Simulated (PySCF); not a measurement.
## NMR shielding calculation, with input and output: C6H13NSi

- system: C6H13NSi, SMILES C=C(C)[C@H]1CN[SiH2]C1
- method: GIAO PBE0/pcSseg-1 NMR shielding, non-relativistic, gas phase (PySCF 2.14.0)

The geometry comes from this level: GFN2-xTB. It belongs to a series of runs on one base structure; here: H on C replaced by isopropenyl. Figures and captions count atoms from 1; the log counts them from 0 in places.

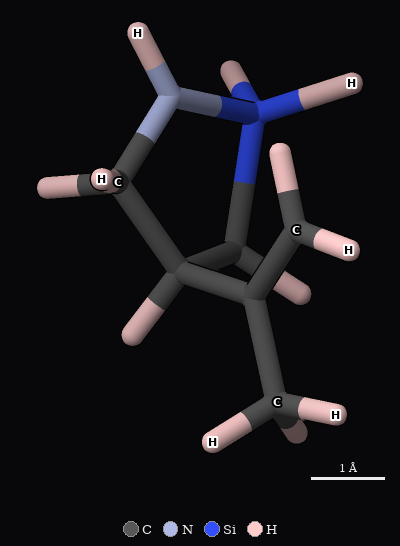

Figure 1. The structure (stick view, seen at an oblique angle).

## Key numbers

```tsv
quantity	value
outcome	converged
total energy	−580.181545 hartree
HOMO	−6.38 eV
LUMO	0.58 eV
dipole moment	0.99 D
isotropic shielding, C	25.4 to 170.5 ppm
isotropic shielding, N	245.2 ppm
isotropic shielding, Si	376.6 ppm
isotropic shielding, H	26.0 to 31.8 ppm
hardware	1 CPU thread, shared host
wall time	30 s
peak memory	0.95 GiB
```

## Input
```
{"job": {"kind": "nmr", "xc": "PBE0", "basis": "pcSseg-1"}, "charge": 0, "multiplicity": 1}
C     -1.125733    -0.405765     1.503106
C     -1.234217    -0.080884     0.225562
C     -2.492082    -0.338748    -0.551809
C     -0.119546     0.543703    -0.579926
C      0.794476     1.458445     0.244998
N      1.805236     0.634180     0.874347
Si     2.144503    -0.842490     0.076052
C      0.760628    -0.559800    -1.192154
H     -1.940369    -0.870602     2.034316
H     -0.228301    -0.226651     2.066317
H     -2.270862    -0.895861    -1.461637
H     -2.951614     0.605156    -0.847109
H     -3.210088    -0.902686     0.037920
H     -0.579668     1.139072    -1.377009
H      0.216144     1.993854     1.006105
H      1.254504     2.207992    -0.416413
H      2.421019     1.128031     1.496984
H      1.939156    -1.978715     0.977320
H      3.461882    -0.930323    -0.569246
H      1.177040    -0.214796    -2.139087
H      0.168970    -1.446169    -1.409107
```

The first line tells a small driver script what to run in PySCF; the rest is the geometry in Å.

Launch command:
```bash
OMP_NUM_THREADS=1 python <driver script> task.json out
```

## The program's output
```
coarse grid: 17264 points
cycle   1  E = -580.0620478611  dE =  9.415e-01  |g| = 5.365e-01  |ddm| = 4.113e+00
cycle   2  E = -580.0258453902  dE =  3.620e-02  |g| = 6.734e-01  |ddm| = 1.211e+00
cycle   3  E = -580.1336597771  dE = -1.078e-01  |g| = 7.510e-02  |ddm| = 7.621e-01
cycle   4  E = -580.1347026609  dE = -1.043e-03  |g| = 3.035e-02  |ddm| = 1.030e-01
cycle   5  E = -580.1349139707  dE = -2.113e-04  |g| = 5.312e-03  |ddm| = 3.244e-02
cycle   6  E = -580.1349192812  dE = -5.311e-06  |g| = 1.993e-03  |ddm| = 7.123e-03
final grid: 160008 points
cycle   7  E = -580.1815212001  dE = -5.126e-05  |g| = 9.620e-03  |ddm| = 4.368e-02
cycle   8  E = -580.1815081236  dE =  1.308e-05  |g| = 1.214e-02  |ddm| = 2.123e-02
cycle   9  E = -580.1815448178  dE = -3.669e-05  |g| = 9.857e-04  |ddm| = 1.247e-02
cycle  10  E = -580.1815450201  dE = -2.023e-07  |g| = 2.890e-04  |ddm| = 1.190e-03
cycle  11  E = -580.1815450377  dE = -1.760e-08  |g| = 6.829e-05  |ddm| = 3.286e-04
cycle  12  E = -580.1815450385  dE = -8.336e-10  |g| = 3.096e-05  |ddm| = 9.457e-05
```

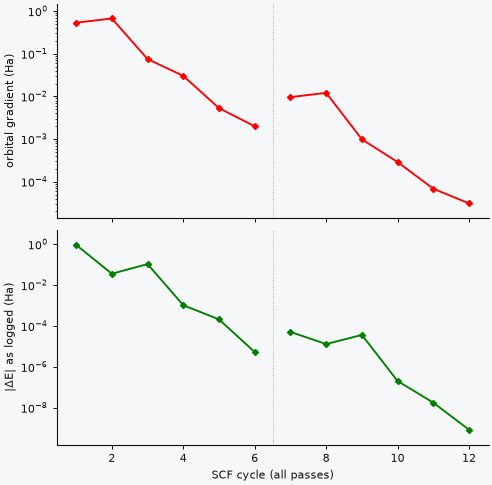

Figure 2. Convergence of the self-consistent field: orbital gradient and size of the energy change against the SCF cycle. The dotted line marks the change from a coarse to the final integration grid. The first 6 cycles use a coarse grid, the final grid takes over at cycle 7, and the field converges after 12 cycles in all.

```
converged SCF energy = -580.1815450385

GIAO shielding tensors (ppm)
atom      isotropic    diamagn.    paramagn.     s11        s22        s33       span
  0 C       72.049     255.173    -183.123    -32.728     92.888    155.989    188.717
  1 C       25.385     261.648    -236.263   -100.392     19.903    156.646    257.038
  2 C      159.206     245.827     -86.620    136.010    154.893    186.716     50.705
  3 C      142.443     247.337    -104.894    130.381    140.642    156.306     25.924
  4 C      130.195     245.577    -115.383    109.026    132.608    148.949     39.924
  5 N      245.227     322.764     -77.536    196.056    224.368    315.259    119.203
  6 Si     376.648     880.034    -503.386    335.120    359.774    435.052     99.932
  7 C      170.541     252.415     -81.873    155.524    160.435    195.664     40.140
  8 H       26.604      31.396      -4.792     24.125     25.367     30.319      6.194
  9 H       25.977      33.328      -7.351     22.422     24.324     31.184      8.763
 10 H       29.618      29.867      -0.249     25.174     29.612     34.069      8.895
 11 H       29.737      28.854       0.883     25.964     27.858     35.390      9.425
 12 H       29.936      29.389       0.547     25.859     28.299     35.649      9.789
 13 H       29.313      34.082      -4.768     25.370     27.789     34.781      9.411
 14 H       28.209      31.831      -3.621     24.449     26.758     33.421      8.973
 15 H       28.196      30.801      -2.605     22.211     27.035     35.341     13.130
 16 H       31.821      31.456       0.364     22.092     28.657     44.713     22.621
 17 H       26.861      29.475      -2.614     23.309     24.474     32.800      9.491
 18 H       26.734      28.709      -1.975     23.233     23.907     33.062      9.829
 19 H       30.484      31.609      -1.125     25.194     27.409     38.848     13.654
 20 H       30.869      32.313      -1.444     25.925     29.955     36.727     10.802
```

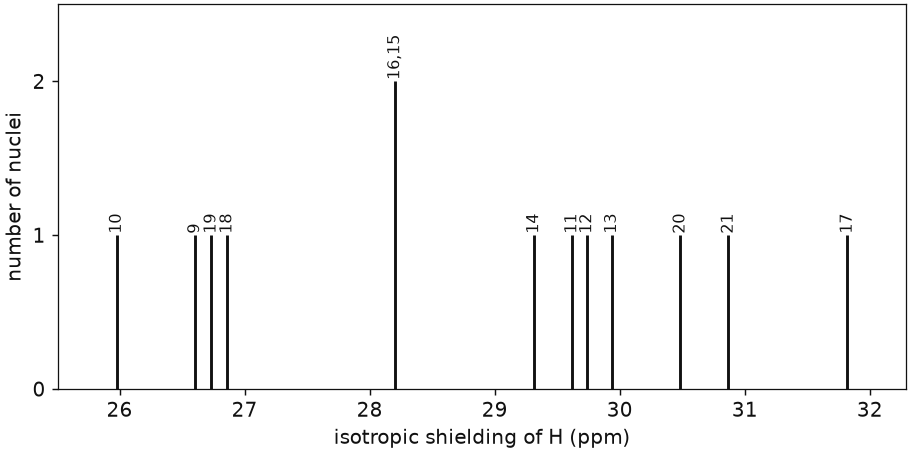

Figure 3. Isotropic shieldings of the hydrogen nuclei in this fixed geometry, labelled by atom number; shielding grows to the right, so chemical shift grows to the left. The least shielded is H10 (26.0 ppm), the most shielded H17 (31.8 ppm).
